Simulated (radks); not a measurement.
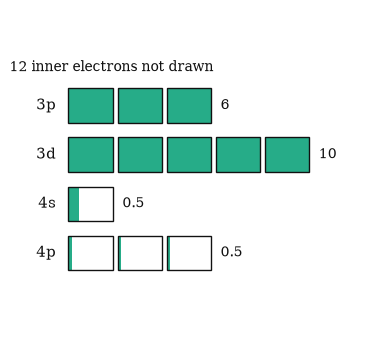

*The outer shells as the input fills them: a box for each of the 2l + 1 orbitals, shaded by the share of the shell that is filled, with the electron count at the right.*

## Run report: Cu, atomic calculation

- system: the neutral copper atom in the configuration [Ar] 3d10 4s0.5 4p0.5.
- method: non-relativistic Kohn-Sham, PBE, spin-unpolarised, spherical densities, point nucleus (the in-house radial solver radks)

### Key numbers

- outcome: converged
- total energy: −1640.2198 hartree
- kinetic energy: 1639.0300 hartree
- electron–nucleus energy: −3925.3285 hartree
- Hartree energy: 712.969431 hartree
- exchange–correlation energy: −66.890821 hartree
- radius at density 0.001 e/bohr³: 4.15 bohr
- SCF iterations: 18
- hardware: 1 CPU thread, shared host

### Input file
```
Z 29
configuration [Ar] 3d10 4s0.5 4p0.5
relativity non-relativistic
functional pbe,pbe
spin unpolarised
nucleus point
```

Energies in input and log are in hartree, lengths in bohr.

### Log
```
1s      1   2.0000        -321.46811207
2s      1   2.0000         -38.25253042
2p      1   6.0000         -33.54004428
3s      1   2.0000          -4.11853174
3p      1   6.0000          -2.65453142
3d      1  10.0000          -0.23266121
4s      1   0.5000          -0.19169299
4p      1   0.5000          -0.04643926
Etot -1640.2198273643626
Ekin 1639.030043457681
Encl -3925.3284809425722
Eh 712.9694306358515
Exc -66.8908205153229
err 2.5273516329136746e-09
it 18
```

### Orbitals

| orbital | occupation | energy (eV) | ⟨r⟩ (bohr) | outer maximum (bohr) |
| --- | --- | --- | --- | --- |
| 1s | 2 | −8747.6 | 0.05290 | 0.0349 |
| 2s | 2 | −1040.9 | 0.2387 | 0.200 |
| 2p | 6 | −912.671 | 0.2078 | 0.160 |
| 3s | 2 | −112.071 | 0.7226 | 0.622 |
| 3p | 6 | −72.233 | 0.7544 | 0.623 |
| 3d | 10 | −6.331 | 1.031 | 0.602 |
| 4s | 0.5 | −5.216 | 2.927 | 2.28 |
| 4p | 0.5 | −1.264 | 4.924 | 3.51 |

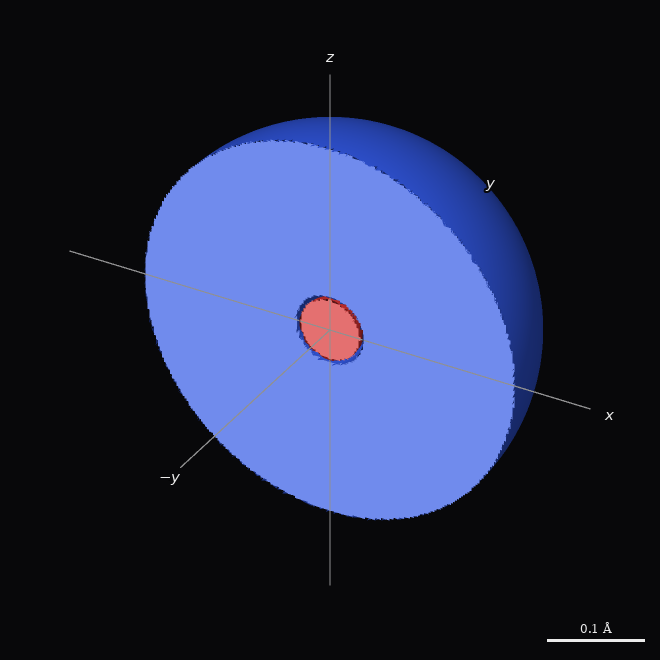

*The 2s orbital. The surface of constant |ψ| that holds about 95 % of the electron is drawn, blue where ψ is positive and red where it is negative, with the half in front of the xz plane cut away and the cut face painted. The radial function comes from the spherical calculation and is multiplied by a real spherical harmonic; the overall sign is chosen so that the largest lobe of P(r) is positive.*

It has no angular node and 1 radial node, at r = 0.0716 bohr. The outermost maximum of P² lies at 0.200 bohr, ⟨r⟩ = 0.239 bohr, 90 % of the charge lies within 0.369 bohr, and the eigenvalue is −1041 eV, with 2 electrons in the shell.

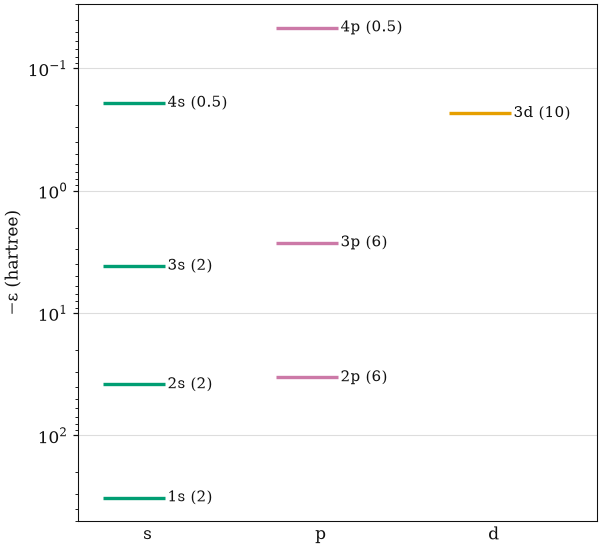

*All occupied levels, on a logarithmic scale of binding energy, are drawn (occupations in brackets).*

The highest occupied level is 4p at −0.0464 hartree. The highest 6 occupied levels, from the top down, are 4p (−0.0464 hartree), 4s (−0.192 hartree), 3d (−0.233 hartree), 3p (−2.65 hartree), 3s (−4.12 hartree), 2p (−33.54 hartree).
